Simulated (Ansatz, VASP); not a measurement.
# NF3 in two plane-wave programs

Aim: how closely do two programs agree when they are given the same cell, functional and k mesh? The structure shown is the end of the VASP relaxation below.

Method: plane waves, with VASP 6.6.1 beside it; single point at PBE with D3(BJ), in Ansatz 0.2.0.

## 1. The structure

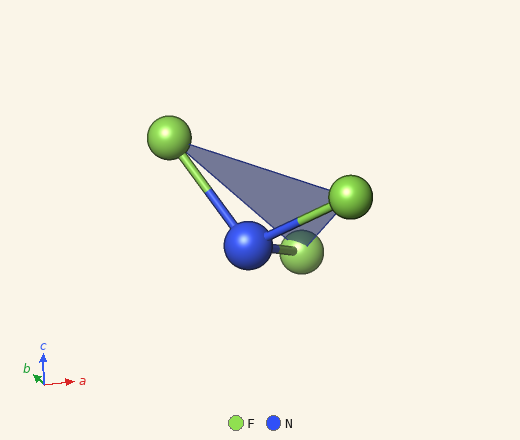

The starting structure, seen slightly off an axis (fluorine green, nitrogen blue).

The cell holds 4 atoms: 3 F and 1 N. Its edges and angles: a = 13.000 Å, b = 13.500 Å, c = 14.000 Å, α = 90.0°, β = 90.0°, γ = 90.0°. Vacuum lies along a, b and c.

Structure file:

```
F N
1.0
    13.00000    0.00000    0.00000
     0.00000   13.50000    0.00000
     0.00000    0.00000   14.00000
F N
3 1
Direct
  0.44111 0.53972 0.55536
  0.55838 0.57098 0.44747
  0.56120 0.43063 0.52539
  0.49221 0.49447 0.47795
```

## 2. VASP: relaxation, PBE with D3(BJ)

This run makes the geometry at which the two programs are then compared.

Lines of VASP's logs that name or quote its potential files are left out, and so is its time.

File INCAR:

```
SYSTEM = NF3
PREC = Normal
ENCUT = 400
EDIFF = 1E-05
NELM = 120
ISMEAR = 0
SIGMA = 0.01
LREAL = Auto
ALGO = Fast
GGA = PE
IVDW = 12
NBANDS = 19
LORBIT = 11
LWAVE = .FALSE.
LCHARG = .FALSE.
NCORE = 4
IBRION = 2
NSW = 40
ISIF = 2
EDIFFG = -0.03
POTIM = 0.4
MAXMIX = 40
ISYM = 0
```

File POSCAR:

```
NF3
1.0
   13.0000000000      0.0000000000      0.0000000000
    0.0000000000     13.5000000000      0.0000000000
    0.0000000000      0.0000000000     14.0000000000
F N
3 1
Direct
    0.4405040600      0.5385593700      0.5534571400
    0.5566826400      0.5695650000      0.4465428600
    0.5594959400      0.4304350000      0.5237214300
    0.4962120800      0.4972376900      0.4824428600
```

File KPOINTS:

```
Automatic mesh
0
Gamma
1 1 1
0 0 0
```

Potentials, in the order of the species: F and N (PBE family, release 64).

On the command line:

```
$ mpirun -np 4 vasp_gam
```

Numbers of over 12 decimals in the logs are rounded to 6 here.

The log of the run:

```text
[banner, memory and clock lines left out]
running    4 mpi-ranks, on    1 nodes
 distrk:  each k-point on    4 cores,    1 groups
 distr:  one band on    4 cores,    1 groups

 POSCAR found type information on POSCAR F N
 POSCAR found :  2 types and       4 ions
|                                                                             |
|               ----> ADVICE to this user running VASP <----                  |
|                                                                             |
|     You have a (more or less) 'small supercell' and for smaller cells       |
|     it is recommended to use the reciprocal-space projection scheme!        |
|     The real-space optimization is not efficient for small cells and it     |
|     is also less accurate ...                                               |
|     Therefore, set LREAL=.FALSE. in the INCAR file.                         |
|                                                                             |

 LDA part: xc-table for (Slater+PW92), standard interpolation
 POSCAR, INCAR and KPOINTS ok, starting setup
 FFT: planning ... GRIDC
 FFT: planning ... GRID_SOFT
 FFT: planning ... GRID
 WAVECAR not read
 entering main loop
       N       E                     dE             d eps       ncg     rms          rms(c)
DAV:   1     0.257908480584E+03    0.25791E+03   -0.66345E+03    54   0.642E+02
DAV:   2     0.878530704330E+02   -0.17006E+03   -0.16828E+03    73   0.160E+02
DAV:   3    -0.243143653834E+01   -0.90285E+02   -0.89666E+02    60   0.789E+01
DAV:   4    -0.168429387168E+02   -0.14412E+02   -0.14408E+02    38   0.393E+01
DAV:   5    -0.170943087645E+02   -0.25137E+00   -0.25121E+00    60   0.602E+00    0.101E+01
RMM:   6    -0.155365521302E+02    0.15578E+01   -0.36100E+00    38   0.116E+01    0.512E+00
RMM:   7    -0.153423662890E+02    0.19419E+00   -0.38315E-01    38   0.457E+00    0.235E+00
RMM:   8    -0.153375176087E+02    0.48487E-02   -0.17464E-01    38   0.295E+00    0.429E-01
RMM:   9    -0.153367402545E+02    0.77735E-03   -0.19525E-02    38   0.101E+00    0.163E-01
RMM:  10    -0.153375016791E+02   -0.76142E-03   -0.56764E-03    41   0.421E-01    0.827E-02
RMM:  11    -0.153374663469E+02    0.35332E-04   -0.78570E-04    40   0.173E-01    0.266E-02
RMM:  12    -0.153376050587E+02   -0.13871E-03   -0.18253E-04    39   0.810E-02    0.150E-02
RMM:  13    -0.153376413796E+02   -0.36321E-04   -0.34075E-05    29   0.350E-02    0.483E-03
RMM:  14    -0.153377232740E+02   -0.81894E-04   -0.20795E-05    26   0.252E-02    0.516E-03
RMM:  15    -0.153377423150E+02   -0.19041E-04   -0.98348E-06    26   0.128E-02    0.211E-03
RMM:  16    -0.153377809290E+02   -0.38614E-04   -0.95586E-06    23   0.109E-02    0.188E-03
RMM:  17    -0.153377856446E+02   -0.47156E-05   -0.15741E-06    20   0.641E-03
   1 F= -.15368567E+02 E0= -.15368567E+02  d E =-.153686E+02
[...]
2 F= -.15155355E+02 E0= -.15155355E+02  d E =0.213212E+00
[...]
3 F= -.15686979E+02 E0= -.15686979E+02  d E =-.318412E+00
[...]
4 F= -.15686886E+02 E0= -.15686886E+02  d E =-.318319E+00
[...]
5 F= -.15692663E+02 E0= -.15692663E+02  d E =-.577701E-02
[...]
6 F= -.15692842E+02 E0= -.15692842E+02  d E =-.595636E-02
[...]
7 F= -.15692822E+02 E0= -.15692822E+02  d E =0.205865E-04
 trial-energy change:    0.000021  1 .order    0.000031   -0.001048    0.001109
 step:   0.4475(harm=  0.4475)  dis= 0.00153  next Energy=   -15.693097 (dE=-0.254E-03)
 bond charge predicted
       N       E                     dE             d eps       ncg     rms          rms(c)
DAV:   1    -0.156623927091E+02   -0.31036E-03   -0.53238E-02    44   0.194E+00    0.850E-02
RMM:   2    -0.156623482829E+02    0.44426E-04   -0.10209E-03    38   0.264E-01    0.738E-03
RMM:   3    -0.156623666537E+02   -0.18371E-04   -0.67219E-05    34   0.717E-02    0.144E-03
RMM:   4    -0.156623724949E+02   -0.58412E-05   -0.88855E-06    25   0.236E-02
   8 F= -.15693105E+02 E0= -.15693105E+02  d E =-.262604E-03
 curvature:  -0.22 expect dE=-0.973E-06 dE for cont linesearch -0.115E-06
 trial: gam=-0.01811 g(F)=  0.434E-05 g(S)=  0.000E+00 ort = 0.241E-04 (trialstep = 0.827E+00)
 search vector abs. value=  0.384E-05
 reached required accuracy - stopping structural energy minimisation
```

Parts of OUTCAR (step 2):

```text
ion  position               nearest neighbor table
   1  0.441  0.539  0.553-   4 1.35
   2  0.557  0.570  0.447-   4 1.35
   3  0.559  0.430  0.524-   4 1.35
   4  0.496  0.497  0.482-   2 1.35   1 1.35   3 1.35

 Found      1 irreducible k-points:

   k-points           NKPTS =      1   k-points in BZ     NKDIM =      1   number of bands    NBANDS=     19

   dimension x,y,z NGX =    64 NGY =   70 NGZ =   70
   dimension x,y,z NGXF=   128 NGYF=  140 NGZF=  140

   ENCUT  =  400.0 eV  29.40 Ry    5.42 a.u.  21.20 22.02 22.83*2*pi/ulx,y,z

   NELECT =      26.0000    total number of electrons

 k-points in reciprocal lattice and weights: Automatic mesh
   0.00000000  0.00000000  0.00000000       1.000

 Edisp (eV)   -0.03074

 average (electrostatic) potential at core
       1 -87.5494       2 -87.5499       3 -87.5520       4 -80.1810

 E-fermi :  -8.7283

 k-point     1 :       0.0000    0.0000    0.0000
  band No.  band energies     occupation
    ...
      9     -11.6787      2.00000
     10     -10.6245      2.00000
     11     -10.6240      2.00000
     12     -10.2144      2.00000
     13      -8.8058      2.00000
     14      -2.1983      0.00000
     15      -1.9182      0.00000
     16      -1.9166      0.00000
     17      -0.2267      0.00000
     18       0.5292      0.00000
    ...

 Edisp (eV)   -0.03073

  Total      -3.84341    -3.83732    -3.94661    -0.13260    -0.16028    -0.21357
  in kB      -2.50624    -2.50226    -2.57353    -0.08647    -0.10452    -0.13927
  external pressure =       -2.53 kB  Pullay stress =        0.00 kB

  energy-cutoff  :      400.00
  volume of cell :     2457.00
      direct lattice vectors                 reciprocal lattice vectors
    13.000000000  0.000000000  0.000000000     0.076923077  0.000000000  0.000000000
     0.000000000 13.500000000  0.000000000     0.000000000  0.074074074  0.000000000
     0.000000000  0.000000000 14.000000000     0.000000000  0.000000000  0.071428571

 POSITION                                       TOTAL-FORCE (eV/Angst)
 -----------------------------------------------------------------------------------
      5.73438      7.28623      7.77498        -0.004290      0.001873     -0.005331
      7.25897      7.70821      6.26457         0.001869     -0.003739     -0.001828
      7.29557      5.81353      7.35548        -0.000270      0.000342      0.005304
      6.39872      6.67529      6.69126         0.002692      0.001524      0.001856
 -----------------------------------------------------------------------------------
    total drift:                                0.007047      0.000448      0.011157

  FREE ENERGIE OF THE ION-ELECTRON SYSTEM (eV)
  ---------------------------------------------------
  free  energy   TOTEN  =       -15.6931050462 eV

  energy  without entropy=      -15.6931050462  energy(sigma->0) =      -15.69310505

 reached required accuracy - stopping structural energy minimisation

 total charge
# of ion       s       p       d       tot
------------------------------------------
    1        1.798   4.275   0.000   6.073
    2        1.798   4.275   0.000   6.073
    3        1.798   4.275   0.000   6.073
    4        1.358   2.035   0.000   3.394
--------------------------------------------------
tot          6.753  14.860   0.000  21.613
```

## 3. Ansatz: single point, PBE with D3(BJ)

Ansatz runs on its default PAW (the set named soft_2) files.

The same cell, functional, mesh and smearing now go to Ansatz, which takes its cutoff from its data sets.

File input.yaml:

```yaml
crystal:
  lattice:
    - [13.0, 0.0, 0.0]
    - [0.0, 13.5, 0.0]
    - [0.0, 0.0, 14.0]
  atoms:
    - { symbol: F, position: [0.44110578, 0.53972059, 0.5553558] }
    - { symbol: F, position: [0.55838231, 0.5709788, 0.44746937] }
    - { symbol: F, position: [0.5611976, 0.43063195, 0.52539168] }
    - { symbol: "N", position: [0.49220904, 0.49446572, 0.47794744] }
hamiltonian:
  xc: pbe
  pseudopotentials: { kind: paw }
  dispersion: d3bj
kpoints:
  mp_grid: { grid: [1, 1, 1] }
scf:
  occupations: { method: gaussian, width: 0.01 }
  n_extra_bands: 5
output:
  forces: true
  eigenvalues: true
  write_density: true
  write_potential: true
  elf: true
  volumetric_format: npy
```

On the command line:

```
$ ansatz run input.yaml --threads 4 --pin off --max-ram 9216MiB --backend cpu --events-out ev --progress --plain --runs-dir out
```

The log of the run:

```text
scf.n_extra_bands = 5 over 13 filled bands (N_el = 26.0): the run solves 18 bands
Engine: ansatz 0.2.0, x86_64-unknown-linux-gnu
Pseudopotentials: kind: paw
Pseudopotential: F, paw, valence charge 7, recommended cutoff 420 eV (normal), F.paw.azcp
Pseudopotential: N, paw, valence charge 5, recommended cutoff 420 eV (normal), N.paw.azcp
Functional definition: PBE
  parameter kappa = 0.804
  parameter beta = 0.066725
  exchange = pbe_x(kappa = kappa, mu = beta*pi^2/3)
  correlation = pbe_c(beta = beta)
Crystal: 4 atoms, lattice volume = 2457.000 Å³
Basis set: ecut = 420 eV, 48037 PW (Γ), exchange–correlation on 180×192×192 points (8 copies of the dense FFT grid, shifted against one another)
Bands: 18, of which v1, the nominal top of the filled ones, is band 13 counted from 1 (12 counted from 0)
Symmetry: 1 space group operations
Space group: P1 (ITA 1), of the structure as read, at distance tolerance 1.3e-4 Å
k-points: 1
Non-local potential: F, projectors of the file, l = 0: 2, l = 1: 2, l = 2: 1
Non-local potential: N, projectors of the file, l = 0: 2, l = 1: 2, l = 2: 1
PAW form: soft (Blöchl's): semilocal exchange-correlation on the pseudo side does not see the compensation charge
PAW one-centre angular grid: F, 110 points (default); XC on 64 Gauss nodes
PAW one-centre angular grid: N, 110 points (default); XC on 64 Gauss nodes
Initial density: superposition of atomic densities (neutral atoms: chi_scale 0, normalization atom), corrected by the library's trained network
Initial wavefunctions: pseudopotential atomic-orbital guess
Functional: x = pbe(κ = 0.804, μ = 0.219515), c = pbe(β = 0.066725)
SCF iter   1: F=—  HF=-2802.756874 eV  |F-HF|=—  |Δ(HF+E_count)|=         —  Δρ=9.97e-4  dr2=1.33e-2  ethr=1.77e-3  ⟨swp⟩=7.0  Hψ=100  notcnv=0
preconditioner: auto → Resta (q_TF=auto, 1.278 Å⁻¹)  ε∞=1.1  [insulator: Δε(μ)=6.777 eV  Ē_g=11.793 eV  σ=0.010 eV  W_gap=1.00  n_scr=80 (ndim 8)  ℏωp=3.4 eV  f_vac=0.954  D(μ)=0.00/eV (n_scr^D=0)  ε∞_Penn≈1.1  vacuum switching on, ρ_ref=1.0e-2 e/Å³]
SCF iter   2: F=—  HF=-2802.762685 eV  |F-HF|=—  |Δ(HF+E_count)|=   5.81e-3  Δρ=5.60e-4  dr2=4.40e-3  ethr=5.11e-5  ⟨swp⟩=4.0  Hψ=44  notcnv=0  defer=1
SCF iter   3: F=—  HF=-2802.765961 eV  |F-HF|=—  |Δ(HF+E_count)|=   3.28e-3  Δρ=3.42e-4  dr2=2.16e-3  ethr=1.69e-5  ⟨swp⟩=5.0  Hψ=37  notcnv=0  defer=1
SCF iter   4: F=—  HF=-2802.767209 eV  |F-HF|=—  |Δ(HF+E_count)|=   1.25e-3  Δρ=5.44e-5  dr2=2.89e-5  ethr=8.31e-6  ⟨swp⟩=6.0  Hψ=34  notcnv=0  defer=1
SCF iter   5: F=—  HF=-2802.767646 eV  |F-HF|=—  |Δ(HF+E_count)|=   4.36e-4  Δρ=1.33e-5  dr2=1.95e-6  ethr=1.11e-7  ⟨swp⟩=5.0  Hψ=32  notcnv=0  defer=1
SCF iter   6: F=-2802.767687 eV  HF=-2802.767687 eV  |F-HF|=3.54e-7  |Δ(HF+E_count)|=   4.12e-5  Δρ=1.87e-6  dr2=3.59e-8  ethr=3.85e-10  ⟨swp⟩=19.0  Hψ=164  notcnv=0
SCF 1 converged in 6 iterations: F = -2802.767687 eV  dr2 = 3.59e-8
  greatest PAW one-centre occupation: 0.938 electrons in one spin orbital (limit 2), on the F atom at site 1 (counted from 0), in its partial waves of l = 0
WARN: The output density's exchange-correlation potential varies sharply where the density is thin. Do not read a vacuum level from v_tot or v_xc, or from such a field of the output density. On a cell that repeats whose density bears no net charge and no dipole along the vacuum's axis use v_es (v_loc + v_h of the components); under efield.dipole_correction with no amplitude use v_es + v_field, which holds any externa [...]
SCF converged after 6 iterations
Free energy (F): -2802.767687 eV
Harris-Foulkes:  -2802.767687 eV  (|F-HF|=3.54e-7)
Internal energy: -2802.767687 eV  (E = F + TS)
E sigma→0 (E₀):  -2802.767687 eV
Fermi energy:    -5.380244 eV
--- Per-component energies (eV) ---
  E_band       = -449.349300
  E_kinetic    = 734.116254
  E_local      = -6765.605576  (includes V_loc(G=0)·N_el)
  E_nonlocal   = 265.632156
  E_hartree    = 2952.473367
  E_xc         = -294.243374
  E_vxc        = -376.252190  (∫ρ·V_xc dr)
  E_paw        = -724.457504  (= ΣΔE_a)
  E_vpaw       = -212.196516  (= ΣTr[D̂ρ^β])
  E_aug_tail   = 0.006159  (compensation charges beyond the density's cutoff)
  E_ewald      = 1029.341564
  E_disp       = -0.030733  (pairwise vdW)
  E_smearing   = -0.000000  (= −TS)
  E_closure    = 0.000000  (closes the sum)
  Σ components = -2802.767687   (vs F -2802.767687, Δ=0.00e0)
--- Forces (eV/Å), atoms counted from 1 ---
  atom   1  F      0.18078712    -0.14729341    -0.26453021
  atom   2  F     -0.21034543    -0.25430224     0.12177683
  atom   3  F     -0.21602980     0.22330612    -0.15417349
  atom   4  N      0.24562473     0.17837350     0.29699055
  max |Σ_I F_I| component: 8.40e-5 eV/Å
--- Band table (eV) ---
  k-point 0: bands = [... 9 lower, -10.5437, -10.5429, -10.1434, -8.7211, -2.0394, -1.7646, -1.7628, -0.1637, ... 1 higher]
```

Wall time 4 s (4 threads of AMD EPYC 7B13 (Zen 3), shared host); peak memory 1.2 GiB.

The column dr2 measures how far the density is from self-consistency, as an energy; F and HF (Harris–Foulkes) agree once it is small.

## 4. Differences

Known differences besides the PAW data sets themselves: the cutoff is 420 eV in Ansatz and 400 eV in VASP (PREC = Normal, projectors in real space); VASP leaves aspherical gradient terms in its spheres out (LASPH is not set), Ansatz keeps them. Total energies have different zeros and are not compared.

The two programs side by side:

```
              quantity  Ansatz   VASP  difference
gap on the k mesh (eV)   6.682  6.607      +0.074
```

At this near-relaxed geometry the largest component of a force difference is 295 meV/Å.

## 5. What moves the difference

The difference is large enough to ask for its cause, so further runs change the set-up of one program at a time, as the table lists.

```
                                        run  r.m.s. force difference (meV/Å)
                                   as above                              213
   Ansatz's larger PAW set (cutoff 1300 eV)                              218
norm-conserving potentials (cutoff 1320 eV)                              112
```

## 6. Outcome

```json
{
  "r.m.s. force difference (single point, PBE with D3(BJ))": "213 meV/Å",
  "difference in gap on the k mesh (single point, PBE with D3(BJ))": "0.074 eV"
}
```

In words: The r.m.s. force difference is 213 meV/Å (single point, PBE with D3(BJ)), beyond the 12 meV/Å picked in this series as the mark of a large difference. For single point, PBE with D3(BJ): norm-conserving potentials (cutoff 1320 eV) cuts the r.m.s. force difference from 213 to 112 meV/Å; whether that points to the cause isn't shown, since only Ansatz's side was varied. How closely two codes agree says nothing of how well the functional describes the real material.

[Lines on the potential files, build, host, timing and source positions are cut from VASP's logs without a mark.]

[Logs are printed without paths, hosts, clocks, repeated set-up lines and the standing remarks that a program may print on its own settings, such as how far it seeks lower states.]

[Hosts, paths, dates, database ids (printed as entryN), source tags and the programs' standing remarks are cut or masked in the printed files.]
